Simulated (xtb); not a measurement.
# C₂H₉AsOSi: energy and gradient calculation

System: C₂H₉AsOSi, multiplicity 3.
Method: GFN0-xTB (xtb 6.7.1).

The geometry is that of the parent species in another charge or spin state. The geometry comes from this level: GFN2-xTB.

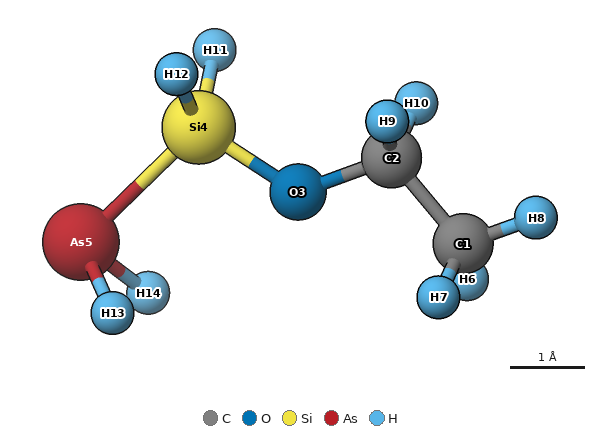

**Figure 1.** The structure (ball-and-stick view, seen at a tilt; atoms are numbered from 1 in the order of the input). Bond lengths as drawn: As–H 1.50 Å, As–Si 2.31 Å, C–C 1.52 Å, C–H 1.09 to 1.10 Å, C–O 1.40 Å, H–Si 1.47 Å and O–Si 1.62 Å.

## Input (struc.xyz)
```
14

C     -1.03428000    -0.16971000     1.97210000
C      0.18615000    -0.52066000     1.13621000
O      0.05068000     0.02326000    -0.14632000
Si     1.10156000    -0.08935000    -1.37786000
As     0.08347000     1.08819000    -3.08828000
H     -1.93110000    -0.56724000     1.50347000
H     -1.13363000     0.91009000     2.04860000
H     -0.93617000    -0.59094000     2.96913000
H      1.09600000    -0.12474000     1.60386000
H      0.29549000    -1.60929000     1.05867000
H      1.35439000    -1.50670000    -1.69457000
H      2.41096000     0.45318000    -0.97290000
H     -0.28490000     2.23154000    -2.18865000
H     -1.25863000     0.47241000    -2.82346000
```

Run on 1 thread of Intel Xeon (Sapphire Rapids), 16 GiB of memory available, shared host.

Launch command:
```bash
xtb --gfn 0 --uhf 2 --grad --parallel 1 -- struc.xyz > struc.out
```

## Output
```
* xtb version 6.7.1
   ID    Z sym.   atoms
    1    6 C      1, 2
    2    8 O      3
    3   14 Si     4
    4   33 As     5
    5    1 H      6-14

           -------------------------------------------------
          |                Calculation Setup                |
           -------------------------------------------------

          program call               : xtb --gfn 0 --uhf 2 --grad --parallel 1 -- struc.xyz
          coordinate file            : struc.xyz
          omp threads                :                     1

           -------------------------------------------------
          |                 G F N 0 - x T B                 |
           -------------------------------------------------

      * Hamiltonian:
        H0-scaling (s, p, d)           2.000000    2.486800    2.270000
        zeta-weighting                 1.000000
      * Dispersion:
        s8                             2.850000
        a1                             0.800000
        a2                             4.600000
        s9                             0.000000
      * Repulsion:
        kExp                           1.500000
        rExp                           1.000000
      * Coulomb:
        alpha                          0.000000
        third order                    atomic
        anisotropic                    false
      * Polar bond correction:
        rad-shift                      0.053700
        strength                      -0.012900
        en-exp                         3.484700
        en-scale                       0.509700

          ...................................................
          :                      SETUP                      :
          :.................................................:
          :  # basis functions                  50          :
          :  # atomic orbitals                  48          :
          :  # shells                           30          :
          :  # electrons                        32          :
          :  electronic temp.          300.0000000     K    :
          :  accuracy                    1.0000000          :
          :  -> integral cutoff          0.2500000E+02      :
          :  -> integral neglect         0.1000000E-07      :
          ...................................................
  Checking positiv definite overlap ...  done.

         #    Occupation            Energy/Eh            Energy/eV
      -------------------------------------------------------------
         1        2.0000           -0.6814060             -18.5420
       ...           ...                  ...                  ...
        11        2.0000           -0.4923133             -13.3965
        12        2.0000           -0.4738908             -12.8952
        13        2.0000           -0.4653430             -12.6626
        14        2.0000           -0.4333572             -11.7922
        15        2.0000           -0.4214179             -11.4674
        16        1.0000           -0.3985178             -10.8442
        17        0.9971           -0.2422815              -6.5928 (HOMO)
        18        0.0029           -0.2311772              -6.2907 (LUMO)
        19                         -0.2078611              -5.6562
        20                         -0.1920766              -5.2267
        21                         -0.1569973              -4.2721
        22                         -0.1265421              -3.4434
       ...                                ...                  ...
        48                          1.5207387              41.3814
      -------------------------------------------------------------
                  HL-Gap            0.0111044 Eh            0.3022 eV
             Fermi-level            0.0000000 Eh            0.0000 eV

 EHT (total)                   0 d,  0 h,  0 min,  0.004 sec
 EHT setup                      ...        0 min,  0.000 sec (  1.855%)
 Coordination number            ...        0 min,  0.000 sec (  0.779%)
 EEQ model density              ...        0 min,  0.000 sec (  0.964%)
 D4 Dispersion                  ...        0 min,  0.000 sec (  4.406%)
 Integral evaluation            ...        0 min,  0.001 sec ( 30.229%)
 Cholesky factorization         ...        0 min,  0.000 sec (  0.726%)
 Zeroth order Hamiltonian       ...        0 min,  0.000 sec (  9.084%)
 Gradient calculation           ...        0 min,  0.002 sec ( 48.996%)

         :::::::::::::::::::::::::::::::::::::::::::::::::::::
         ::                     SUMMARY                     ::
         :::::::::::::::::::::::::::::::::::::::::::::::::::::
         :: total energy             -16.637629406959 Eh    ::
         :: gradient norm              0.103546189441 Eh/a0 ::
         :: HOMO-LUMO gap              0.302165420753 eV    ::
         ::.................................................::
         :: H0 energy                -16.716519807815 Eh    ::
         :: repulsion energy           0.170761052111 Eh    ::
         :: electrostat energy        -0.075633872343 Eh    ::
         :: -> Gsolv                   0.000000000000 Eh    ::
         ::    -> Gsasa                0.000000000000 Eh    ::
         ::    -> Gshift               0.000000000000 Eh    ::
         :: dispersion energy         -0.003898610917 Eh    ::
         :: short-range corr.         -0.012338167995 Eh    ::
         :: add. restraining           0.000000000000 Eh    ::
         :: total charge               0.000000000000 e     ::
         :::::::::::::::::::::::::::::::::::::::::::::::::::::

           -------------------------------------------------
          |                Property Printout                |
           -------------------------------------------------

    * Orbital Energies and Occupations

         #    Occupation            Energy/Eh            Energy/eV
      -------------------------------------------------------------
         1        2.0000           -0.6814060             -18.5420
       ...           ...                  ...                  ...
         5        2.0000           -0.5850135             -15.9190
         6        2.0000           -0.5588458             -15.2070
         7        2.0000           -0.5377564             -14.6331
         8        2.0000           -0.5147798             -14.0079
         9        2.0000           -0.5066966             -13.7879
        10        2.0000           -0.4983188             -13.5599
        11        2.0000           -0.4923133             -13.3965
        12        2.0000           -0.4738908             -12.8952
        13        2.0000           -0.4653430             -12.6626
        14        2.0000           -0.4333572             -11.7922
        15        2.0000           -0.4214179             -11.4674
        16        1.0000           -0.3985178             -10.8442
        17        0.9971           -0.2422815              -6.5928 (HOMO)
        18        0.0029           -0.2311772              -6.2907 (LUMO)
        19                         -0.2078611              -5.6562
        20                         -0.1920766              -5.2267
        21                         -0.1569973              -4.2721
        22                         -0.1265421              -3.4434
        23                         -0.1238195              -3.3693
        24                         -0.1103144              -3.0018
        25                         -0.0998673              -2.7175
        26                         -0.0984600              -2.6792
        27                         -0.0980916              -2.6692
        28                         -0.0877580              -2.3880
       ...                                ...                  ...
        48                          1.5207387              41.3814
      -------------------------------------------------------------
                  HL-Gap            0.0111044 Eh            0.3022 eV
             Fermi-level            0.0000000 Eh            0.0000 eV

     #   Z          covCN         q      C6AA      α(0)
     1   6 C        3.751    -0.409    33.016     8.293
     2   6 C        3.741     0.213    19.403     6.360
     3   8 O        1.622    -0.567    24.225     6.657
     4  14 Si       3.595     0.564   136.011    21.623
     5  33 As       2.871    -0.125   240.715    28.192
     6   1 H        0.925     0.144     1.435     1.873
     7   1 H        0.925     0.144     1.435     1.874
     8   1 H        0.925     0.108     1.713     2.047
     9   1 H        0.924     0.023     2.693     2.566
    10   1 H        0.924     0.023     2.692     2.566
    11   1 H        0.915    -0.103     5.667     3.723
    12   1 H        0.915    -0.103     5.670     3.724
    13   1 H        0.972     0.044     2.390     2.416
    14   1 H        0.972     0.045     2.381     2.411

 Mol. C6AA /au·bohr⁶  :       3217.719127
 Mol. C8AA /au·bohr⁸  :     130279.721750
 Mol. α(0) /au        :         94.324699

Wiberg/Mayer (AO) data.
largest (>0.10) Wiberg bond orders for each atom

 ---------------------------------------------------------------------------
     #   Z sym  total        # sym  WBO       # sym  WBO       # sym  WBO
 ---------------------------------------------------------------------------
     1   6 C    3.980 --     2 C    1.018     7 H    0.980     6 H    0.980
                             8 H    0.980
     2   6 C    3.949 --     1 C    1.018    10 H    0.971     9 H    0.971
                             3 O    0.958
     3   8 O    2.268 --     4 Si   1.187     2 C    0.958
     4  14 Si   4.046 --     3 O    1.187     5 As   1.012    11 H    0.850
                            12 H    0.849
     5  33 As   2.941 --     4 Si   1.012    14 H    0.897    13 H    0.896
     6   1 H    0.987 --     1 C    0.980
     7   1 H    0.987 --     1 C    0.980
     8   1 H    0.980 --     1 C    0.980
     9   1 H    0.996 --     2 C    0.971
    10   1 H    0.996 --     2 C    0.971
    11   1 H    0.922 --     4 Si   0.850
    12   1 H    0.922 --     4 Si   0.849
    13   1 H    0.953 --     5 As   0.896
    14   1 H    0.953 --     5 As   0.897
 ---------------------------------------------------------------------------

Topologies differ in total number of bonds
Writing topology from bond orders to xtbtopo.mol

 dipole moment from electron density (au)
     X       Y       Z
   0.0294  -0.2258   0.5785  total (Debye):    1.580

           -------------------------------------------------
          | TOTAL ENERGY              -16.637629406959 Eh   |
          | GRADIENT NORM               0.103546189441 Eh/α |
          | HOMO-LUMO GAP               0.302165420753 eV   |
           -------------------------------------------------

------------------------------------------------------------------------
------------------------------------------------------------------------
 total:
 *  cpu-time:     0 d,  0 h,  0 min,  0.013 sec
 * ratio c/w:     1.000 speedup
 SCF:
 *  cpu-time:     0 d,  0 h,  0 min,  0.004 sec
 * ratio c/w:     1.000 speedup
```

## Standard error
```
normal termination of xtb
```

## Summary

```csv
quantity,value
outcome,converged
electrons treated,32
total energy,−16.637629 hartree
dispersion energy,−0.003899 hartree
basis functions,50
largest force,3.860 eV/Å
dipole moment,1.58 D
peak memory,0.068 GiB
```
